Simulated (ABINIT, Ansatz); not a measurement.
## LiBiB2O6 (R-3): one start, several treatments of the self-energy

Wanted: the gap of LiBiB2O6 (R-3) under several approximations, with cost.

Calculated with ABINIT 10.8.3; LDA and many-body steps on it, plane waves.

### 1. Set-up

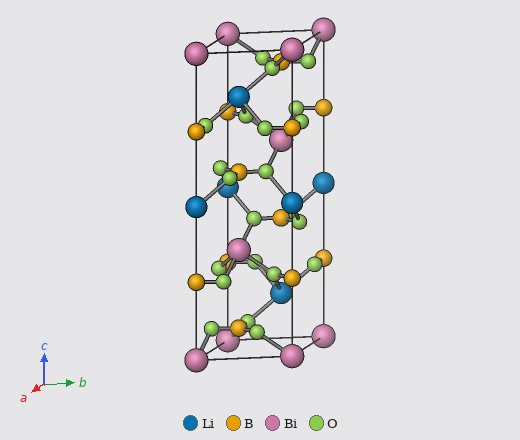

The starting structure, seen slightly off an axis (lithium blue, boron orange, bismuth pink, oxygen green). This picture shows the conventional cell, with its axes. Bonds to atoms that aren't drawn are left out. Some periodic images of atoms are drawn too.

The cell and positions are those that the Materials Project relaxed with its own functionals (PBE, PBE+U or r2SCAN), kept fixed. Spin-orbit coupling is left out unless a step names it.

### 2. Empty states on the mesh, 2×2×2 mesh, 228 bands

This step: ABINIT 10.8.3; DFT, LDA, plane waves, norm-conserving pseudopotentials.

The sums over transitions need many empty states on a uniform mesh; this step solves for them.

run.abi reads:

```
acell 3*1.0 Angstrom
rprim 
  2.439250647883 1.408302018200 5.224968345293
  -2.439250647883 1.408302018200 5.224968345293
  0.000000000000 -2.816604036329 5.224968345313
ntypat 4
znucl 3 5 83 8
natom 10
typat 1 2 2 3 4 4 4 4 4 4
xred 
  0.500000000000 0.500000000000 0.500000000000
  0.254532000000 0.254532000000 0.254532000000
  0.745468000000 0.745468000000 0.745468000000
  -0.000000000000 -0.000000000000 0.000000000000
  0.031291000000 0.463879000000 0.746058000000
  0.536121000000 0.253942000000 0.968709000000
  0.253942000000 0.968709000000 0.536121000000
  0.746058000000 0.031291000000 0.463879000000
  0.463879000000 0.746058000000 0.031291000000
  0.968709000000 0.536121000000 0.253942000000
pp_dirpath "pseudos"
pseudos "Li.upf, B.upf, Bi.upf, O.upf"
ecut 44
ngkpt 2 2 2
nshiftk 1
shiftk 0 0 0
kptopt 1
chksymbreak 0
iscf -2
irdden 1
istwfk *1
nband 228
nbdbuf 20
tolwfr 1e-09
nstep 60
prtvol 0
indata_prefix "in"
outdata_prefix "out"
tmpdata_prefix "tmp"
```

The run is started by

```console
OMP_NUM_THREADS=1 mpirun -n 4 abinit run.abi > log
```

Numbers of over 12 decimals in the logs are rounded to 6 here.

What it wrote:

```text
.Version 10.8.3 of ABINIT. v10.8.2 released Aug 2026.

 Symmetries : space group R-3 (#148); Bravais hR (rhombohedral)
[... echo of the input left out ...]
== DATASET  1 ==================================================================
-   mpi_nproc: 4, omp_nthreads: 1 (-1 if OMP is not activated)

--- !DatasetInfo
iteration_state: {dtset: 1, }
dimensions: {natom: 10, nkpt: 4, mband: 228, nsppol: 1, nspinor: 1, nspden: 1, mpw: 10163, }
cutoff_energies: {ecut:  44.0, pawecutdg:  -1.0, }
[...]
2.74407    2.76026    2.80773    2.80773    2.83540    2.83962    2.83962    2.86129
   2.86130    2.87551    2.90759    2.90763    2.91996    2.92996    2.93015    2.93893
   2.96657    2.96826    2.96993    2.98735
 prteigrs : prtvol=0 or 1, do not print more k-points.

== END DATASET(S) ==============================================================
================================================================================

 -outvars: echo values of variables after computation  --------
            nband         228
             nkpt           4
          spgroup         148
 [... the other variables as echoed above ...]

 Calculation completed.
```

Wall time 2.6 min (4 MPI ranks of AMD EPYC 9R14 (Zen 4), shared host); peak memory 0.59 GiB; 11 min of CPU time.

This step gave:

* gap: 1.292 eV
* k of the valence top: 0.5, 0.5, 0
* k of the conduction bottom: 0.5, 0.5, 0.5
* least direct gap: 1.500 eV
* k points computed: 4
* lowest point of the top converged band, above the valence top: 71.9200 eV

On this mesh the gap is 1.292 eV.

The density comes from a self-consistent run that is not shown.

### 3. Screening, 2×2×2 mesh, 105 bands, screening to 114.3 eV

The RPA dielectric matrix is built and inverted for each q.

This step: RPA screening on LDA, plane waves, norm-conserving pseudopotentials.

run.abi, as its differences from that of step 2:

```diff
@@ -28,10 +28,11 @@
 chksymbreak 0
-iscf -2
-irdden 1
 istwfk *1
-nband 228
-nbdbuf 20
-tolwfr 1e-09
-nstep 60
-prtvol 0
+occopt 1
+irdwfk 1
+optdriver 3
+nband 105
+ecuteps 4.2
+inclvkb 2
+awtr 1
+symchi 1
 indata_prefix "in"
```

What it wrote:

```text
.Version 10.8.3 of ABINIT. v10.8.2 released Aug 2026.

 Symmetries : space group R-3 (#148); Bravais hR (rhombohedral)
[... echo of the input left out ...]
== DATASET  1 ==================================================================
-   mpi_nproc: 4, omp_nthreads: 1 (-1 if OMP is not activated)

--- !DatasetInfo
iteration_state: {dtset: 1, }
dimensions: {natom: 10, nkpt: 4, mband: 105, nsppol: 1, nspinor: 1, nspden: 1, mpw: 10163, }
cutoff_energies: {ecut:  44.0, pawecutdg:  -1.0, }
electrons: {nelect:   6.80000000E+01, charge:   0.00000000E+00, occopt:   1.00000000E+00, tsmear:   1.00000000E-02, }

 SCREENING: Calculation of the susceptibility and dielectric matrices

 Based on a program developped by R.W. Godby, V. Olevano, G. Onida, and L. Reining.
 Incorporated in ABINIT by V. Olevano, G.-M. Rignanese, and M. Torrent.
.Using double precision arithmetic ; gwpc =  8

[... cell and pseudopotentials left out ...]
--------------------------------------------------------------------------------

 ==== K-mesh for the wavefunctions ====
 Number of points in the irreducible wedge :     4
[... list of points left out ...]
 Together with  6 symmetry operations and time-reversal symmetry
 yields     8 points in the full Brillouin Zone.

 ==== Q-mesh for the screening function ====
 Number of points in the irreducible wedge :     4
[... list of points left out ...]
 Together with  6 symmetry operations and time-reversal symmetry
 yields     8 points in the full Brillouin Zone.

 setmesh: FFT mesh size selected  =    45x   45x   45
          total number of points  =        91125

 vcoul_init : cutoff-mode = AUXILIARY_FUNCTION
 q-points for optical limit:   1
     1)      0.000010    0.000020    0.000030

- screening: taking advantage of time-reversal symmetry
- Maximum band index for partially occupied states nbvw = 34
- Remaining bands to be divided among processors   nbcw = 71
- Number of bands treated by each node ~17

 Number of electrons calculated from density =   68.0000; Expected =   68.0000
 average of density, n =  0.093568
 r_s =    1.3665
 omega_plasma =   29.5065 [eV]

 calculating chi0 at frequencies [eV] :
  1    0.000000E+00    0.000000E+00
  2    0.000000E+00    2.950653E+01

--------------------------------------------------------------------------------
  q-point number  1        q = ( 0.000000, 0.000000, 0.000000) [r.l.u.]
--------------------------------------------------------------------------------
[... chi0 elements left out ...]
 For q-point:  0.000010 0.000020 0.000030
  dielectric constant =   5.6223
  dielectric constant without local fields =   6.8230

  Average fulfillment of the sum rule on Im[epsilon] for q-point    1 :     42.09  [%]
[... wings left out ...]
  q-point number  2        q = ( 0.500000, 0.000000, 0.000000) [r.l.u.]
--------------------------------------------------------------------------------
[... chi0 elements left out ...]
  Average fulfillment of the sum rule on Im[epsilon] for q-point    2 :     49.55  [%]

 [... 2 further q-points ...]
```

Run time: 50 s. Hardware: 4 MPI ranks; peak memory 2 GiB.

Numbers from this step:

```yaml
eps_infinity_with_local_fields_on_this_mesh_along_the_program_s_q_direction: 5.622
the_same_without_local_fields: 6.823
plasma_frequency: 29.51 eV
plane_waves_in_the_screening_matrix: 309
```

Local fields lower ε∞ by 18 %. On a Γ-centred mesh this coarse the value itself is usually too large, while a short band sum pulls it down.

### 4. G0W0, Godby-Needs plasmon pole

The self-energy is evaluated for the states that the input lists, and the levels follow from it, in one-shot runs by the linearised quasiparticle equation.

This step: G0W0 on LDA, plane waves, norm-conserving pseudopotentials.

run.abi, as its differences from that of step 3:

```diff
@@ -31,8 +31,19 @@
 irdwfk 1
-optdriver 3
+optdriver 4
 nband 105
+gwcalctyp 0
+ecutsigx 44
+symsigma 1
+nkptgw 3
+kptgw 
+  0.5000000000 0.5000000000 0.0000000000
+  0.5000000000 0.5000000000 0.5000000000
+  0.0000000000 0.0000000000 0.0000000000
+bdgw 
+  33 36
+  33 36
+  33 36
 ecuteps 4.2
-inclvkb 2
-awtr 1
-symchi 1
+irdscr 1
+ppmodel 1
 indata_prefix "in"
```

What it wrote:

```text
.Version 10.8.3 of ABINIT. v10.8.2 released Aug 2026.

 Symmetries : space group R-3 (#148); Bravais hR (rhombohedral)
[... echo of the input left out ...]
== DATASET  1 ==================================================================
-   mpi_nproc: 4, omp_nthreads: 1 (-1 if OMP is not activated)

--- !DatasetInfo
iteration_state: {dtset: 1, }
dimensions: {natom: 10, nkpt: 4, mband: 105, nsppol: 1, nspinor: 1, nspden: 1, mpw: 10163, }
cutoff_energies: {ecut:  44.0, pawecutdg:  -1.0, }
electrons: {nelect:   6.80000000E+01, charge:   0.00000000E+00, occopt:   1.00000000E+00, tsmear:   1.00000000E-02, }

 SIGMA: Calculation of the GW corrections

 Based on a program developped by R.W. Godby, V. Olevano, G. Onida, and L. Reining.
 Incorporated in ABINIT by V. Olevano, G.-M. Rignanese, and M. Torrent.
.Using double precision arithmetic ; gwpc =  8

[... cell and pseudopotentials left out ...]
--------------------------------------------------------------------------------

 ==== K-mesh for the wavefunctions ====
 Number of points in the irreducible wedge :     4
[... list of points left out ...]
 Together with  6 symmetry operations and time-reversal symmetry
 yields     8 points in the full Brillouin Zone.

 ==== Q-mesh for screening function ====
 Number of points in the irreducible wedge :     4
[... list of points left out ...]
 Together with  6 symmetry operations and time-reversal symmetry
 yields     8 points in the full Brillouin Zone.

 vcoul_init : cutoff-mode = AUXILIARY_FUNCTION
 q-points for optical limit:   1
     1)      0.000010    0.000020    0.000030
 setmesh: FFT mesh size selected  =    72x   72x   72
          total number of points  =       373248

 Number of electrons calculated from density =   68.0000; Expected =   68.0000
 average of density, n =  0.093568
 r_s =    1.3665
 omega_plasma =   29.5065 [eV]

 === KS Band Gaps ===
  >>>> For spin  1
   Minimum direct gap =   1.4995 [eV], located at k-point      :   0.0000  0.0000  0.0000
   Fundamental gap    =   1.2916 [eV], Top of valence bands at :   0.5000  0.5000  0.0000
                                       Bottom of conduction at :   0.5000  0.5000  0.5000
 SIGMA fundamental parameters:
 PLASMON POLE MODEL  1
 number of plane-waves for SigmaX                10163
 number of plane-waves for SigmaC and W            309
 number of plane-waves for wavefunctions         10163
 number of bands                                   105
 number of independent spin polarizations            1
 number of spinorial components                      1
 number of k-points in IBZ                           4
 number of q-points in IBZ                           4
 number of symmetry operations                       6
 number of k-points in BZ                            8
 number of q-points in BZ                            8
 number of frequencies for dSigma/dE                 9
 frequency step for dSigma/dE [eV]                0.25
 number of omega for Sigma on real axis              0
 max omega for Sigma on real axis  [eV]           0.00
 zcut for avoiding poles [eV]                     0.10

 EPSILON^-1 parameters (SCR file):
 dimension of the eps^-1 matrix on file            309
 dimension of the eps^-1 matrix used               309
 number of plane-waves for wavefunctions         10163
 number of bands                                   105
 number of q-points in IBZ                           4
 number of frequencies                               2
 number of real frequencies                          1
 number of imag frequencies                          1

 matrix elements of self-energy operator (all in [eV])

 Perturbative Calculation

--- !SelfEnergy_ee
iteration_state: {dtset: 1, }
kpoint     : [   0.500,    0.500,    0.000, ]
spin       : 1
KS_gap     :    1.818
QP_gap     :    3.390
Delta_QP_KS:    1.572
data: !SigmaeeData |
     Band     E0 <VxcDFT>   SigX SigC(E0)      Z dSigC/dE  Sig(E)    E-E0       E
       33   2.229 -19.604 -24.516   5.236   0.767  -0.305 -19.356   0.249   2.478
       34   2.567 -19.937 -24.553   5.047   0.766  -0.306 -19.607   0.331   2.898
       35   4.385 -19.986 -16.851  -0.743   0.795  -0.258 -18.084   1.902   6.287
       36   9.033 -14.438  -8.929  -3.289   0.829  -0.207 -12.599   1.839  10.872

--- !SelfEnergy_ee
iteration_state: {dtset: 1, }
kpoint     : [   0.500,    0.500,    0.500, ]
spin       : 1
KS_gap     :    1.840
QP_gap     :    3.407
Delta_QP_KS:    1.566
data: !SigmaeeData |
     Band     E0 <VxcDFT>   SigX SigC(E0)      Z dSigC/dE  Sig(E)    E-E0       E
       33   2.018 -19.469 -24.671   5.448   0.766  -0.305 -19.281   0.188   2.207
       34   2.018 -19.469 -24.671   5.448   0.766  -0.305 -19.281   0.188   2.207
[...]
--- !SelfEnergy_ee
iteration_state: {dtset: 1, }
kpoint     : [   0.000,    0.000,    0.000, ]
spin       : 1
KS_gap     :    1.500
QP_gap     :    2.992
Delta_QP_KS:    1.492
data: !SigmaeeData |
     Band     E0 <VxcDFT>   SigX SigC(E0)      Z dSigC/dE  Sig(E)    E-E0       E
[...]
34   2.404 -19.838 -25.008   5.484   0.765  -0.307 -19.598   0.241   2.644
       35   3.903 -19.159 -16.350  -0.621   0.792  -0.262 -17.426   1.733   5.636
       36   9.212 -12.692  -6.839  -3.701   0.818  -0.222 -10.932   1.760  10.972

== END DATASET(S) ==============================================================
================================================================================

 -outvars: echo values of variables after computation  --------
           etotal      0.0000000000E+00
            nband         105
             nkpt           4
          spgroup         148
 [... the other variables as echoed above ...]

 Calculation completed.
```

It took 15 s on 4 MPI ranks; peak memory 1.8 GiB; 60 s of CPU time.

This step gave:

* G0W0 gap on the points computed: 2.715 eV
* starting gap on the mesh: 1.292 eV
* k of the valence top: 0.5, 0.5, 0
* k of the conduction bottom: 0.5, 0.5, 0.5
* Z at the valence top: 0.766
* Z at the conduction bottom: 0.794
* least direct G0W0 gap on the computed points: 2.992 eV

The gap on the mesh goes from 1.29 eV to 2.72 eV, a correction of +1.42 eV.

### 5. G0W0, Hybertsen-Louie plasmon pole

run.abi, as its differences from that of step 4:

```diff
@@ -47,3 +47,3 @@
 irdscr 1
-ppmodel 1
+ppmodel 2
 indata_prefix "in"
```

What it wrote:

```text
.Version 10.8.3 of ABINIT. v10.8.2 released Aug 2026.

 Symmetries : space group R-3 (#148); Bravais hR (rhombohedral)
[... echo of the input left out ...]
== DATASET  1 ==================================================================
-   mpi_nproc: 4, omp_nthreads: 1 (-1 if OMP is not activated)

--- !DatasetInfo
iteration_state: {dtset: 1, }
dimensions: {natom: 10, nkpt: 4, mband: 105, nsppol: 1, nspinor: 1, nspden: 1, mpw: 10163, }
cutoff_energies: {ecut:  44.0, pawecutdg:  -1.0, }
electrons: {nelect:   6.80000000E+01, charge:   0.00000000E+00, occopt:   1.00000000E+00, tsmear:   1.00000000E-02, }

 SIGMA: Calculation of the GW corrections

 Based on a program developped by R.W. Godby, V. Olevano, G. Onida, and L. Reining.
 Incorporated in ABINIT by V. Olevano, G.-M. Rignanese, and M. Torrent.
.Using double precision arithmetic ; gwpc =  8

[... cell and pseudopotentials left out ...]
--------------------------------------------------------------------------------

 ==== K-mesh for the wavefunctions ====
 Number of points in the irreducible wedge :     4
[... list of points left out ...]
 Together with  6 symmetry operations and time-reversal symmetry
 yields     8 points in the full Brillouin Zone.

 ==== Q-mesh for screening function ====
 Number of points in the irreducible wedge :     4
[... list of points left out ...]
 Together with  6 symmetry operations and time-reversal symmetry
 yields     8 points in the full Brillouin Zone.

 vcoul_init : cutoff-mode = AUXILIARY_FUNCTION
 q-points for optical limit:   1
     1)      0.000010    0.000020    0.000030
 setmesh: FFT mesh size selected  =    72x   72x   72
          total number of points  =       373248

 Number of electrons calculated from density =   68.0000; Expected =   68.0000
[...]
number of plane-waves for wavefunctions         10163
 number of bands                                   105
 number of q-points in IBZ                           4
 number of frequencies                               2
 number of real frequencies                          1
 number of imag frequencies                          1

 matrix elements of self-energy operator (all in [eV])

 Perturbative Calculation

--- !SelfEnergy_ee
iteration_state: {dtset: 1, }
kpoint     : [   0.500,    0.500,    0.000, ]
spin       : 1
KS_gap     :    1.818
QP_gap     :    3.669
Delta_QP_KS:    1.851
data: !SigmaeeData |
     Band     E0 <VxcDFT>   SigX SigC(E0)      Z dSigC/dE  Sig(E)    E-E0       E
       33   2.229 -19.604 -24.516   4.689   0.850  -0.177 -19.794  -0.189   2.040
       34   2.567 -19.937 -24.553   4.584   0.849  -0.178 -19.964  -0.027   2.540
       35   4.385 -19.986 -16.851  -1.020   0.862  -0.160 -18.162   1.824   6.210
[...]
--- !SelfEnergy_ee
iteration_state: {dtset: 1, }
kpoint     : [   0.500,    0.500,    0.500, ]
spin       : 1
KS_gap     :    1.840
QP_gap     :    3.726
Delta_QP_KS:    1.886
data: !SigmaeeData |
     Band     E0 <VxcDFT>   SigX SigC(E0)      Z dSigC/dE  Sig(E)    E-E0       E
[...]
--- !SelfEnergy_ee
iteration_state: {dtset: 1, }
kpoint     : [   0.000,    0.000,    0.000, ]
spin       : 1
KS_gap     :    1.500
QP_gap     :    3.296
Delta_QP_KS:    1.796
data: !SigmaeeData |
     Band     E0 <VxcDFT>   SigX SigC(E0)      Z dSigC/dE  Sig(E)    E-E0       E
[...]
35   3.903 -19.159 -16.350  -0.966   0.861  -0.161 -17.571   1.587   5.491
       36   9.212 -12.692  -6.839  -3.688   0.880  -0.136 -10.787   1.905  11.117

== END DATASET(S) ==============================================================
================================================================================

 -outvars: echo values of variables after computation  --------
           etotal      0.0000000000E+00
            nband         105
             nkpt           4
          spgroup         148
 [... the other variables as echoed above ...]

 Calculation completed.
```

It took 16 s on 4 MPI ranks; peak memory 1.6 GiB; 65 s of CPU time.

This step gave:

```yaml
g0w0_gap_on_the_points_computed: 2.940 eV
starting_gap_on_the_mesh: 1.292 eV
k_of_the_valence_top: 0.5, 0.5, 0
k_of_the_conduction_bottom: 0.5, 0.5, 0.5
z_at_the_valence_top: 0.849
z_at_the_conduction_bottom: 0.863
least_direct_g0w0_gap_on_the_computed_points: 3.296 eV
```

Against G0W0 in ABINIT (2×2×2 mesh, 105 bands, screening to 114.3 eV, Godby-Needs plasmon pole), the gap moves by +0.225 eV.

(Continued in part 2 of 2.)

[Paths, hosts, dates, memory and timing lines, banners, echoed tables and standing remarks are left out of the program output.]

[Logs are printed without paths, hosts, clocks, repeated set-up lines and the standing remarks that a program may print on its own settings, such as how far it seeks lower states.]

[Runs of the session that timed out or met a known fault of the program may be left out.]

[Hosts, paths, dates, database ids (printed as entryN), source tags and the programs' standing remarks are cut or masked in the printed files.]

[G0W0 gaps are taken among the corrected bands and points alone; a level outside them can change the order at an edge.]

[Where Ansatz stands beside ABINIT at settings called matched, ABINIT's density can come from a denser mesh and the files from another edition; pairs whose starting gaps differed by over 0.03 eV were left out, so agreement reads better than it is.]
